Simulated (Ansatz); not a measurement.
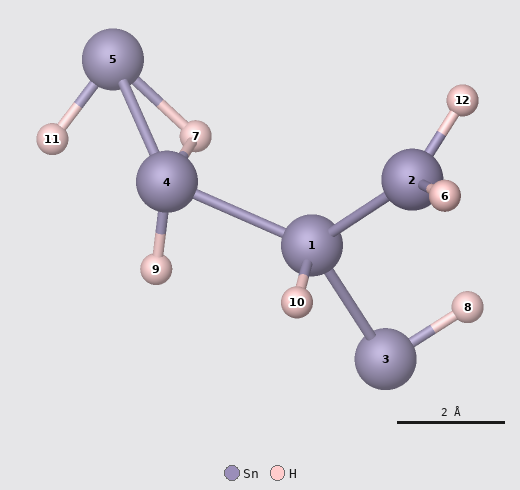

Fig. 1: The structure as given in the input (ball-and-stick view, seen at a tilt; atoms are numbered from 1 in the order of the input). Sticks mark near contacts. Bond lengths as drawn: H–Sn 1.76 to 2.17 Å and Sn–Sn 2.84 to 3.02 Å.

## Geometry relaxation, with input and output: Sn₅H₇ (charge +1) (part 1 of 3)

Sn₅H₇, charge +1, computed with RKS PBE-D4/def2-SVP (Ansatz 0.2.0).

The geometry: GFN2-xTB start. Figures and captions count atoms from 1; the log counts them from 0 in places.

**The program's output**
```
Functional definition: PBE
  name "PBE"
  cite "Perdew, Burke & Ernzerhof, Phys. Rev. Lett. 77, 3865 (1996) doi:10.1103/PhysRevLett.77.3865"
  parent pbe
  parameter kappa = 0.804
  parameter beta = 0.06672455060314922
  exchange = pbe_x(kappa = kappa, mu = beta*pi^2/3)
  correlation = pbe_c(beta = beta)
these checks for a lower state are left out or cut short: stability, starts, cluster_reference, orbital_swaps, neighbouring_geometries, increment
1861 factors; their error is unknown
mean field evaluation 1: about -29258.5906 eV, gradient 2.8e1 eV
mean field evaluation 2: about -29228.2188 eV, gradient 8.0e1 eV
mean field evaluation 4: about -29262.3220 eV, gradient 9.4e0 eV
mean field evaluation 8: about -29262.7758 eV, gradient 3.2e-1 eV
mean field evaluation 16: about -29262.7599 eV, gradient 2.5e-4 eV
mean field -29262.75988172 eV, -1075.3865906422 hartree, gradient 3.0e-6 eV, S^2 0.000000; 0 other end points of the search recorded, 0 dependent functions left out
the calculation of the forces begins
reference -29262.75994389 eV, -1075.3865929269 hartree; 58, 58 occupied and 107, 107 virtual orbitals, 1861 factors
relax step   1: F+E_penalty+E_count = -29263.18524061 eV  Δ(F+E_penalty+E_count) = +0.000e0 eV  max|allowed force component| = 6.667e-1 eV/Å  Δτ_max = 0.0000 Å  (20 SCF iters, accepted)
these checks for a lower state are left out or cut short: stability, starts, cluster_reference, orbital_swaps, neighbouring_geometries, increment
1861 factors; their error is unknown
mean field -29262.91698371 eV, -1075.3923640340 hartree, gradient 2.5e-6 eV, S^2 0.000000; 0 other end points of the search recorded, 0 dependent functions left out
the calculation of the forces begins
reference -29262.91704589 eV, -1075.3923663190 hartree; 58, 58 occupied and 107, 107 virtual orbitals, 1861 factors
relax step   2: F+E_penalty+E_count = -29263.31771500 eV  Δ(F+E_penalty+E_count) = -1.325e-1 eV  max|allowed force component| = 1.099e0 eV/Å  Δτ_max = 0.1949 Å  (26 SCF iters, accepted)
[... from here on the SCF iterations and repeated set-up lines of each step are left out, up to the last step ...]
relax step   3: F+E_penalty+E_count = -29263.50909579 eV  Δ(F+E_penalty+E_count) = -1.914e-1 eV  max|allowed force component| = 2.165e-1 eV/Å  Δτ_max = 0.1943 Å  (21 SCF iters, accepted)
relax step   4: F+E_penalty+E_count = -29263.55377950 eV  Δ(F+E_penalty+E_count) = -4.468e-2 eV  max|allowed force component| = 1.707e-1 eV/Å  Δτ_max = 0.1274 Å  (20 SCF iters, accepted)
relax step   5: F+E_penalty+E_count = -29263.58724836 eV  Δ(F+E_penalty+E_count) = -3.347e-2 eV  max|allowed force component| = 1.550e-1 eV/Å  Δτ_max = 0.1223 Å  (21 SCF iters, accepted)
relax step   6: F+E_penalty+E_count = -29263.63485888 eV  Δ(F+E_penalty+E_count) = -4.761e-2 eV  max|allowed force component| = 1.412e-1 eV/Å  Δτ_max = 0.1990 Å  (20 SCF iters, accepted)
relax step   7: F+E_penalty+E_count = -29263.68207450 eV  Δ(F+E_penalty+E_count) = -4.722e-2 eV  max|allowed force component| = 1.482e-1 eV/Å  Δτ_max = 0.1961 Å  (20 SCF iters, accepted)
relax step   8: F+E_penalty+E_count = -29263.73731123 eV  Δ(F+E_penalty+E_count) = -5.524e-2 eV  max|allowed force component| = 1.588e-1 eV/Å  Δτ_max = 0.1950 Å  (20 SCF iters, accepted)
relax step   9: F+E_penalty+E_count = -29263.80387894 eV  Δ(F+E_penalty+E_count) = -6.657e-2 eV  max|allowed force component| = 1.825e-1 eV/Å  Δτ_max = 0.1948 Å  (20 SCF iters, accepted)
relax step  10: F+E_penalty+E_count = -29263.89039939 eV  Δ(F+E_penalty+E_count) = -8.652e-2 eV  max|allowed force component| = 2.758e-1 eV/Å  Δτ_max = 0.1963 Å  (19 SCF iters, accepted)
relax step  11: F+E_penalty+E_count = -29263.99742215 eV  Δ(F+E_penalty+E_count) = -1.070e-1 eV  max|allowed force component| = 3.768e-1 eV/Å  Δτ_max = 0.1948 Å  (19 SCF iters, accepted)
relax step  12: F+E_penalty+E_count = -29264.10179915 eV  Δ(F+E_penalty+E_count) = -1.044e-1 eV  max|allowed force component| = 3.382e-1 eV/Å  Δτ_max = 0.1947 Å  (20 SCF iters, accepted)
relax step  13: F+E_penalty+E_count = -29264.16886137 eV  Δ(F+E_penalty+E_count) = -6.706e-2 eV  max|allowed force component| = 8.586e-2 eV/Å  Δτ_max = 0.1949 Å  (20 SCF iters, accepted)
relax step  14: F+E_penalty+E_count = -29264.13238374 eV  Δ(F+E_penalty+E_count) = +3.648e-2 eV  max|allowed force component| = 4.186e-1 eV/Å  Δτ_max = 0.1927 Å  (21 SCF iters, rejected (line search))
relax step  15: F+E_penalty+E_count = -29264.18215185 eV  Δ(F+E_penalty+E_count) = -1.329e-2 eV  max|allowed force component| = 3.560e-2 eV/Å  Δτ_max = 0.0803 Å  (20 SCF iters, accepted)
relax step  16: F+E_penalty+E_count = -29264.18718494 eV  Δ(F+E_penalty+E_count) = -5.033e-3 eV  max|allowed force component| = 8.367e-2 eV/Å  Δτ_max = 0.1000 Å  (20 SCF iters, accepted)
relax step  17: F+E_penalty+E_count = -29264.19256852 eV  Δ(F+E_penalty+E_count) = -5.384e-3 eV  max|allowed force component| = 7.119e-2 eV/Å  Δτ_max = 0.0773 Å  (21 SCF iters, accepted)
relax step  18: F+E_penalty+E_count = -29264.20042321 eV  Δ(F+E_penalty+E_count) = -7.855e-3 eV  max|allowed force component| = 1.211e-1 eV/Å  Δτ_max = 0.1954 Å  (19 SCF iters, accepted)
relax step  19: F+E_penalty+E_count = -29264.20364083 eV  Δ(F+E_penalty+E_count) = -3.218e-3 eV  max|allowed force component| = 1.156e-1 eV/Å  Δτ_max = 0.0583 Å  (21 SCF iters, accepted)
relax step  20: F+E_penalty+E_count = -29264.20560307 eV  Δ(F+E_penalty+E_count) = -1.962e-3 eV  max|allowed force component| = 1.077e-1 eV/Å  Δτ_max = 0.1954 Å  (20 SCF iters, accepted)
relax step  21: F+E_penalty+E_count = -29264.19817837 eV  Δ(F+E_penalty+E_count) = +7.425e-3 eV  max|allowed force component| = 2.029e-1 eV/Å  Δτ_max = 0.1914 Å  (20 SCF iters, rejected (line search))
relax step  22: F+E_penalty+E_count = -29264.20706688 eV  Δ(F+E_penalty+E_count) = -1.464e-3 eV  max|allowed force component| = 1.087e-1 eV/Å  Δτ_max = 0.0939 Å  (20 SCF iters, accepted)
relax step  23: F+E_penalty+E_count = -29264.21124813 eV  Δ(F+E_penalty+E_count) = -4.181e-3 eV  max|allowed force component| = 7.042e-2 eV/Å  Δτ_max = 0.1000 Å  (20 SCF iters, accepted)
relax step  24: F+E_penalty+E_count = -29264.20853606 eV  Δ(F+E_penalty+E_count) = +2.712e-3 eV  max|allowed force component| = 1.217e-1 eV/Å  Δτ_max = 0.0722 Å  (20 SCF iters, rejected (line search))
relax step  25: F+E_penalty+E_count = -29264.21458034 eV  Δ(F+E_penalty+E_count) = -3.332e-3 eV  max|allowed force component| = 1.934e-2 eV/Å  Δτ_max = 0.0349 Å  (20 SCF iters, accepted)
relax step  26: F+E_penalty+E_count = -29264.21551758 eV  Δ(F+E_penalty+E_count) = -9.372e-4 eV  max|allowed force component| = 3.336e-2 eV/Å  Δτ_max = 0.0471 Å  (20 SCF iters, accepted)
relax step  27: F+E_penalty+E_count = -29264.21637112 eV  Δ(F+E_penalty+E_count) = -8.535e-4 eV  max|allowed force component| = 3.381e-2 eV/Å  Δτ_max = 0.0684 Å  (20 SCF iters, accepted)
relax step  28: F+E_penalty+E_count = -29264.21716679 eV  Δ(F+E_penalty+E_count) = -7.957e-4 eV  max|allowed force component| = 8.145e-2 eV/Å  Δτ_max = 0.1519 Å  (20 SCF iters, accepted)
relax step  29: F+E_penalty+E_count = -29264.21802891 eV  Δ(F+E_penalty+E_count) = -8.621e-4 eV  max|allowed force component| = 6.278e-2 eV/Å  Δτ_max = 0.0497 Å  (20 SCF iters, accepted)
relax step  30: F+E_penalty+E_count = -29264.21893221 eV  Δ(F+E_penalty+E_count) = -9.033e-4 eV  max|allowed force component| = 3.205e-2 eV/Å  Δτ_max = 0.0557 Å  (20 SCF iters, accepted)
relax step  31: F+E_penalty+E_count = -29264.22019782 eV  Δ(F+E_penalty+E_count) = -1.266e-3 eV  max|allowed force component| = 2.396e-2 eV/Å  Δτ_max = 0.0495 Å  (20 SCF iters, accepted)
relax step  32: F+E_penalty+E_count = -29264.22084788 eV  Δ(F+E_penalty+E_count) = -6.501e-4 eV  max|allowed force component| = 4.567e-2 eV/Å  Δτ_max = 0.0838 Å  (19 SCF iters, accepted)
relax step  33: F+E_penalty+E_count = -29264.22132853 eV  Δ(F+E_penalty+E_count) = -4.806e-4 eV  max|allowed force component| = 4.550e-2 eV/Å  Δτ_max = 0.0408 Å  (21 SCF iters, accepted)
relax step  34: F+E_penalty+E_count = -29264.22196950 eV  Δ(F+E_penalty+E_count) = -6.410e-4 eV  max|allowed force component| = 3.693e-2 eV/Å  Δτ_max = 0.0461 Å  (21 SCF iters, accepted)
relax step  35: F+E_penalty+E_count = -29264.22250625 eV  Δ(F+E_penalty+E_count) = -5.368e-4 eV  max|allowed force component| = 3.859e-2 eV/Å  Δτ_max = 0.0447 Å  (21 SCF iters, accepted)
relax step  36: F+E_penalty+E_count = -29264.22127266 eV  Δ(F+E_penalty+E_count) = +1.234e-3 eV  max|allowed force component| = 1.190e-1 eV/Å  Δτ_max = 0.1713 Å  (21 SCF iters, rejected (line search))
relax step  37: F+E_penalty+E_count = -29264.22110625 eV  Δ(F+E_penalty+E_count) = +1.400e-3 eV  max|allowed force component| = 1.220e-1 eV/Å  Δτ_max = 0.0837 Å  (20 SCF iters, rejected (line search))
relax step  38: F+E_penalty+E_count = -29264.22254345 eV  Δ(F+E_penalty+E_count) = -3.720e-5 eV  max|allowed force component| = 5.078e-2 eV/Å  Δτ_max = 0.0405 Å  (21 SCF iters, accepted)
relax step  39: F+E_penalty+E_count = -29264.22421181 eV  Δ(F+E_penalty+E_count) = -1.668e-3 eV  max|allowed force component| = 2.787e-2 eV/Å  Δτ_max = 0.0977 Å  (20 SCF iters, accepted)
relax step  40: F+E_penalty+E_count = -29264.22461175 eV  Δ(F+E_penalty+E_count) = -3.999e-4 eV  max|allowed force component| = 4.117e-2 eV/Å  Δτ_max = 0.0502 Å  (21 SCF iters, accepted)
relax step  41: F+E_penalty+E_count = -29264.22561514 eV  Δ(F+E_penalty+E_count) = -1.003e-3 eV  max|allowed force component| = 9.815e-2 eV/Å  Δτ_max = 0.1360 Å  (21 SCF iters, accepted)
relax step  42: F+E_penalty+E_count = -29264.22734964 eV  Δ(F+E_penalty+E_count) = -1.735e-3 eV  max|allowed force component| = 1.191e-1 eV/Å  Δτ_max = 0.0729 Å  (20 SCF iters, accepted)
relax step  43: F+E_penalty+E_count = -29264.22989327 eV  Δ(F+E_penalty+E_count) = -2.544e-3 eV  max|allowed force component| = 1.259e-1 eV/Å  Δτ_max = 0.0537 Å  (21 SCF iters, accepted)
relax step  44: F+E_penalty+E_count = -29264.23369250 eV  Δ(F+E_penalty+E_count) = -3.799e-3 eV  max|allowed force component| = 1.491e-1 eV/Å  Δτ_max = 0.0847 Å  (20 SCF iters, accepted)
relax step  45: F+E_penalty+E_count = -29264.24249151 eV  Δ(F+E_penalty+E_count) = -8.799e-3 eV  max|allowed force component| = 1.770e-1 eV/Å  Δτ_max = 0.1103 Å  (20 SCF iters, accepted)
relax step  46: F+E_penalty+E_count = -29264.26349172 eV  Δ(F+E_penalty+E_count) = -2.100e-2 eV  max|allowed force component| = 3.048e-1 eV/Å  Δτ_max = 0.1976 Å  (21 SCF iters, accepted)
relax step  47: F+E_penalty+E_count = -29264.32003386 eV  Δ(F+E_penalty+E_count) = -5.654e-2 eV  max|allowed force component| = 2.475e-1 eV/Å  Δτ_max = 0.1946 Å  (21 SCF iters, accepted)
relax step  48: F+E_penalty+E_count = -29264.38537770 eV  Δ(F+E_penalty+E_count) = -6.534e-2 eV  max|allowed force component| = 2.190e-1 eV/Å  Δτ_max = 0.1939 Å  (21 SCF iters, accepted)
relax step  49: F+E_penalty+E_count = -29264.46084964 eV  Δ(F+E_penalty+E_count) = -7.547e-2 eV  max|allowed force component| = 2.123e-1 eV/Å  Δτ_max = 0.1949 Å  (20 SCF iters, accepted)
relax step  50: F+E_penalty+E_count = -29264.55645247 eV  Δ(F+E_penalty+E_count) = -9.560e-2 eV  max|allowed force component| = 1.559e-1 eV/Å  Δτ_max = 0.1911 Å  (20 SCF iters, accepted)
relax step  51: F+E_penalty+E_count = -29264.60439505 eV  Δ(F+E_penalty+E_count) = -4.794e-2 eV  max|allowed force component| = 5.420e-1 eV/Å  Δτ_max = 0.1956 Å  (24 SCF iters, accepted)
relax step  52: F+E_penalty+E_count = -29264.69713179 eV  Δ(F+E_penalty+E_count) = -9.274e-2 eV  max|allowed force component| = 3.685e-1 eV/Å  Δτ_max = 0.1909 Å  (20 SCF iters, accepted)
relax step  53: F+E_penalty+E_count = -29264.76418454 eV  Δ(F+E_penalty+E_count) = -6.705e-2 eV  max|allowed force component| = 2.824e-1 eV/Å  Δτ_max = 0.1951 Å  (20 SCF iters, accepted)
relax step  54: F+E_penalty+E_count = -29264.81858003 eV  Δ(F+E_penalty+E_count) = -5.440e-2 eV  max|allowed force component| = 3.208e-1 eV/Å  Δτ_max = 0.1952 Å  (20 SCF iters, accepted)
relax step  55: F+E_penalty+E_count = -29264.83757730 eV  Δ(F+E_penalty+E_count) = -1.900e-2 eV  max|allowed force component| = 1.556e-1 eV/Å  Δτ_max = 0.1482 Å  (19 SCF iters, accepted)
relax step  56: F+E_penalty+E_count = -29264.84566870 eV  Δ(F+E_penalty+E_count) = -8.091e-3 eV  max|allowed force component| = 8.294e-2 eV/Å  Δτ_max = 0.0669 Å  (21 SCF iters, accepted)
relax step  57: F+E_penalty+E_count = -29264.83636332 eV  Δ(F+E_penalty+E_count) = +9.305e-3 eV  max|allowed force component| = 1.751e-1 eV/Å  Δτ_max = 0.1689 Å  (20 SCF iters, rejected (line search))
relax step  58: F+E_penalty+E_count = -29264.85263424 eV  Δ(F+E_penalty+E_count) = -6.966e-3 eV  max|allowed force component| = 3.871e-2 eV/Å  Δτ_max = 0.0830 Å  (19 SCF iters, accepted)
relax step  59: F+E_penalty+E_count = -29264.85857443 eV  Δ(F+E_penalty+E_count) = -5.940e-3 eV  max|allowed force component| = 7.101e-2 eV/Å  Δτ_max = 0.0977 Å  (19 SCF iters, accepted)
relax step  60: F+E_penalty+E_count = -29264.86613438 eV  Δ(F+E_penalty+E_count) = -7.560e-3 eV  max|allowed force component| = 1.114e-1 eV/Å  Δτ_max = 0.1279 Å  (19 SCF iters, accepted)
relax step  61: F+E_penalty+E_count = -29264.88469837 eV  Δ(F+E_penalty+E_count) = -1.856e-2 eV  max|allowed force component| = 2.094e-1 eV/Å  Δτ_max = 0.1999 Å  (20 SCF iters, accepted)
relax step  62: F+E_penalty+E_count = -29264.90634027 eV  Δ(F+E_penalty+E_count) = -2.164e-2 eV  max|allowed force component| = 2.861e-1 eV/Å  Δτ_max = 0.1922 Å  (20 SCF iters, accepted)
relax step  63: F+E_penalty+E_count = -29264.94176303 eV  Δ(F+E_penalty+E_count) = -3.542e-2 eV  max|allowed force component| = 1.350e-1 eV/Å  Δτ_max = 0.2000 Å  (20 SCF iters, accepted)
relax step  64: F+E_penalty+E_count = -29264.97643019 eV  Δ(F+E_penalty+E_count) = -3.467e-2 eV  max|allowed force component| = 1.590e-1 eV/Å  Δτ_max = 0.1972 Å  (20 SCF iters, accepted)
relax step  65: F+E_penalty+E_count = -29265.00844724 eV  Δ(F+E_penalty+E_count) = -3.202e-2 eV  max|allowed force component| = 2.705e-1 eV/Å  Δτ_max = 0.1959 Å  (20 SCF iters, accepted)
relax step  66: F+E_penalty+E_count = -29265.01710073 eV  Δ(F+E_penalty+E_count) = -8.653e-3 eV  max|allowed force component| = 4.213e-1 eV/Å  Δτ_max = 0.1987 Å  (21 SCF iters, accepted)
relax step  67: F+E_penalty+E_count = -29265.00832095 eV  Δ(F+E_penalty+E_count) = +8.780e-3 eV  max|allowed force component| = 4.010e-1 eV/Å  Δτ_max = 0.1752 Å  (21 SCF iters, rejected (line search))
relax step  68: F+E_penalty+E_count = -29265.06016693 eV  Δ(F+E_penalty+E_count) = -4.307e-2 eV  max|allowed force component| = 1.415e-1 eV/Å  Δτ_max = 0.0845 Å  (21 SCF iters, accepted)
relax step  69: F+E_penalty+E_count = -29265.07166178 eV  Δ(F+E_penalty+E_count) = -1.149e-2 eV  max|allowed force component| = 1.269e-1 eV/Å  Δτ_max = 0.0841 Å  (21 SCF iters, accepted)
relax step  70: F+E_penalty+E_count = -29265.08419852 eV  Δ(F+E_penalty+E_count) = -1.254e-2 eV  max|allowed force component| = 1.274e-1 eV/Å  Δτ_max = 0.1323 Å  (19 SCF iters, accepted)
relax step  71: F+E_penalty+E_count = -29265.09442048 eV  Δ(F+E_penalty+E_count) = -1.022e-2 eV  max|allowed force component| = 1.302e-1 eV/Å  Δτ_max = 0.1231 Å  (20 SCF iters, accepted)
relax step  72: F+E_penalty+E_count = -29265.10503443 eV  Δ(F+E_penalty+E_count) = -1.061e-2 eV  max|allowed force component| = 1.408e-1 eV/Å  Δτ_max = 0.1504 Å  (20 SCF iters, accepted)
relax step  73: F+E_penalty+E_count = -29265.11794746 eV  Δ(F+E_penalty+E_count) = -1.291e-2 eV  max|allowed force component| = 2.796e-1 eV/Å  Δτ_max = 0.1446 Å  (20 SCF iters, accepted)
```
